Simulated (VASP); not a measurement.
Energy against volume of Na2S (antifluorite). All values below come from RPBE GGA, VASP's PBE PAW potentials (set 64) (plane waves; VASP).

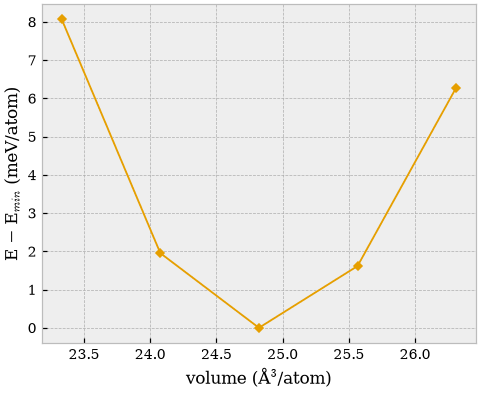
Energy against volume

Estimate the equilibrium volume and the bulk modulus.

The minimum lies near 24.8 Å³/atom, and the curvature gives B0 of about 25 GPa.

Measured: a 6.537 Å (computed value off by +2.2 %), as given by Some thermoelectric phenomena in copper chalcogenides replaced by lithium and sodium alkaline metals, Nanomaterials …. The calculation is for a static lattice, while the measured a holds thermal and zero-point effects, which are part of the difference.

The compound is Na2S in the antifluorite structure. It was relaxed first, which changed the volume by +7 %.
